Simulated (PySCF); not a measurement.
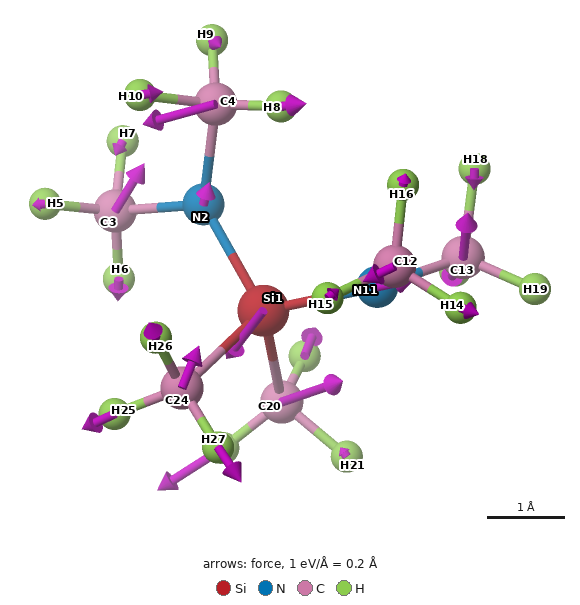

Starting geometry of C₆H₁₈N₂Si with the computed forces as purple arrows. A ball-and-stick model, seen at a tilt.

The start comes from GFN2-xTB. Its atoms were then displaced at random by about 0.03 Å.

All numbers below come from PBE0-D3(BJ)/def2-SVP geometry optimisation, gas phase (PySCF 2.14.0, density-fitted response routines). 

### What follows when this structure is relaxed?

It isn't relaxed: the largest force vector, on a C atom, is 7.01 eV/Å. The final displacements have little in common with the starting forces (cosine between the two patterns 0.06). The energy falls by 182.5 kJ/mol in 21 geometry steps. The atom that moves furthest after the best rigid fit is an H atom (1.29 Å). Largest moves by element: H 1.29 Å, C 0.61 Å, N 0.24 Å, Si 0.07 Å. Near-neighbour distances that change, for instance: C–Si 2.051 → 1.880 Å, C–H 0.988 → 1.101 Å, N–Si 1.643 → 1.744 Å, C–H 1.018 → 1.101 Å. Bond angles that change, for instance: H–C–H 116.4° → 107.3°, H–C–H 116.4° → 108.1°, N–C–H 104.8° → 112.8°. Groups turn about N–Si by about 25°.
